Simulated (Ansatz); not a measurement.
System (SMILES): [BH] (BH) (closed-shell singlet).
Atoms: B1, H2. Bonds: B1-H2.

Basis-set convergence of the optimised B1-H2 bond length at HF with Ansatz (a quantum-chemistry and plane-wave program). All functions are spherical. The program fits the integrals of some runs and decomposes those of others, by size. Core-valence sets carry the plain set on hydrogen. A restricted Hartree-Fock determinant is unstable towards unrestricted orbitals. No added dispersion term, no relativity. Reference: the value in aug-cc-pV5Z, 1.2199 Å, itself unsure by roughly 0.0002 Å (its mean distance from pcseg-4, aug-pcseg-3, aug-cc-pVQZ). Deviations are taken from unrounded values.

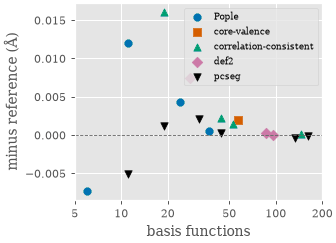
Fig. 1. Deviation from the reference against the number of basis functions, by family of sets.

| basis | functions | optimised B1-H2 bond length (Å) | minus reference (Å) |
|---|---|---|---|
| STO-3G | 6 | 1.2126 | -0.0073 |
| 6-31G | 11 | 1.2318 | 0.0120 |
| pcseg-0 | 11 | 1.2148 | -0.0051 |
| cc-pVDZ | 19 | 1.2359 | 0.0161 |
| pcseg-1 | 19 | 1.2210 | 0.0012 |
| 6-311G** | 24 | 1.2243 | 0.0044 |
| def2-SVPD | 28 | 1.2273 | 0.0074 |
| aug-pcseg-1 | 32 | 1.2220 | 0.0021 |
| 6-311++G(2d,2p) | 37 | 1.2204 | 0.0005 |
| cc-pVTZ | 44 | 1.2221 | 0.0022 |
| pcseg-2 | 44 | 1.2202 | 0.0003 |
| jun-cc-pV(T+d)Z | 53 | 1.2214 | 0.0015 |
| cc-pCVTZ | 57 | 1.2219 | 0.0020 |
| def2-QZVPP | 87 | 1.2201 | 0.0002 |
| def2-QZVPPD | 96 | 1.2199 | 0.0000 |
| aug-pcseg-3 | 134 | 1.2195 | -0.0003 |
| cc-pV5Z | 146 | 1.2200 | 0.0001 |
| pcseg-4 | 162 | 1.2197 | -0.0002 |
